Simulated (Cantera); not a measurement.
Feed: 1 mol Cu, 3.5 mol F2, 0.17 mol H2, held at 0.0420 Torr.

Cantera equilibrium calculation (NASA polynomials, part measured and part estimated; ideal gas, pure solids and liquids). Candidate condensed phases: Cu, CuF2; 15 gas species. Equilibrium is a limit: real reactors are often held back by kinetics, nucleation or transport.

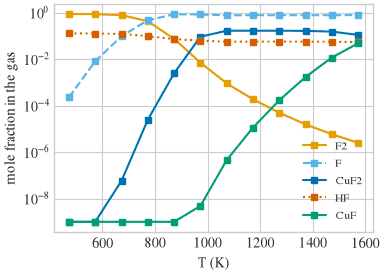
Figure: Equilibrium gas composition (values under 1e-9 drawn at 1e-9)

Read off the mole fractions at 573 K.

F2 about 0.87, HF about 0.13, F about 0.0081.
